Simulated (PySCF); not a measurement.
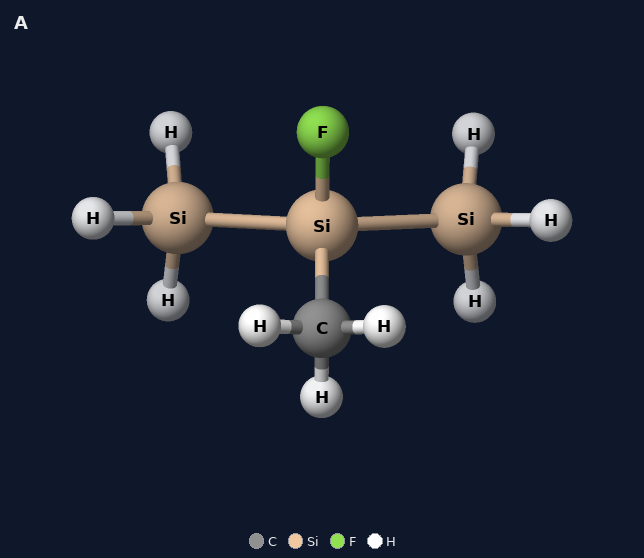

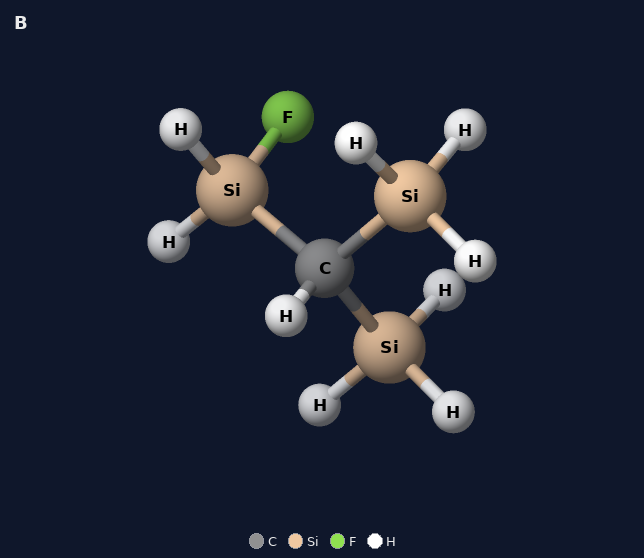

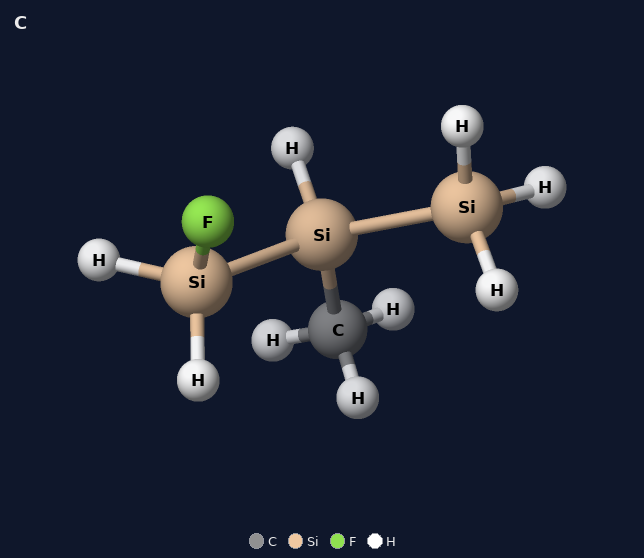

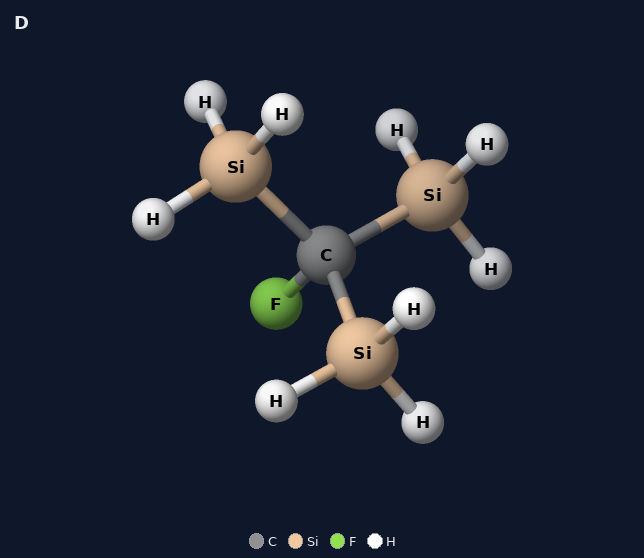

4 stationary structures of one formula. Geometries: GFN2-xTB. Electronic energies: CAM-B3LYP/def2-SVPD (PySCF 2.14.0), without zero-point energy. No frequency run is at hand to confirm each as a minimum. Each is one conformer, not always the lowest.

> Are they conformers, stereoisomers or constitutional isomers?

They are constitutional isomers of CH9FSi3: A `C[Si](F)([SiH3])[SiH3]`, B `F[SiH2]C([SiH3])[SiH3]`, C `C[Si@H]([SiH3])[SiH2]F`, D `FC([SiH3])([SiH3])[SiH3]`.

> Which is lowest in energy, and by how much?

B is lowest; A lies 2.9 kcal/mol above it, C lies 5.4 kcal/mol above it, D lies 58.0 kcal/mol above it.

The geometry is semi-empirical. Around Si such bond lengths and angles can be off by a tenth of an ångström or more and by several degrees, and values that hang on the shape move with them.
